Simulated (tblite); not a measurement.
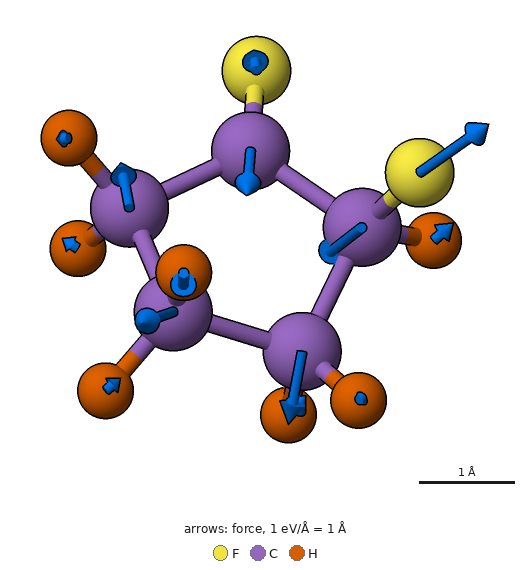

Starting geometry of C$_{5}$H$_{7}$F$_{2}$ (multiplicity 2) with the computed forces as blue arrows. Style: ball-and-stick. Shown from a free direction.

Method: tblite 0.8.0, GFN2-xTB geometry optimisation, gas phase. 

Is this structure relaxed? If not, where do the atoms go?

Answer. It isn't relaxed: the largest force vector, on a C atom, is 1.23 eV/Å. The final displacements follow the starting forces only in part (cosine between the two patterns 0.33). An F atom moves most after the best rigid fit: 0.12 Å. Largest moves by element: F 0.12 Å, H 0.07 Å, C 0.04 Å. Among the contacts that change: C–F 1.360 → 1.405 Å, C–C 1.511 → 1.533 Å, C–H 1.112 → 1.090 Å, C–F 1.333 → 1.347 Å. Among the angles between lasting bonds that change: F–C–H 108.4° → 104.2°, C–C–H 112.7° → 115.2°, H–C–H 109.0° → 106.8°. After 41 geometry steps the energy has fallen by 1.93 kcal/mol. Cost: 0.28 s on 1 thread of Arm Neoverse N1, on a shared host.
